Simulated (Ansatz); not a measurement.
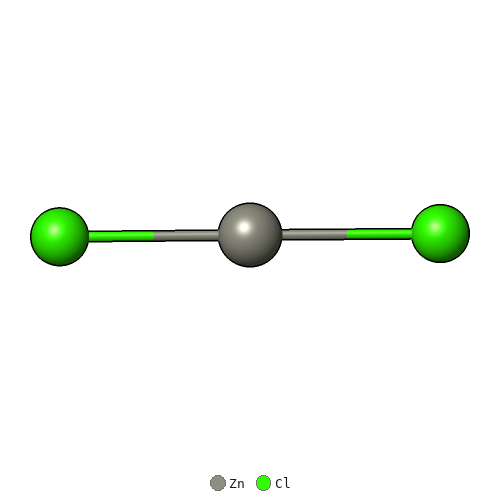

Charge 0, singlet. Computed geometry: PBE0-D4/def2-TZVP optimisation.

Describe the coordination sphere.

Zn binds 2 atoms: 2 Cl at 2.08 Å. The arrangement is linear.

What are the formal oxidation state of the metal and its number of d electrons?

Zn(II), d¹⁰, counting the ligands as closed-shell ions or neutral donors.
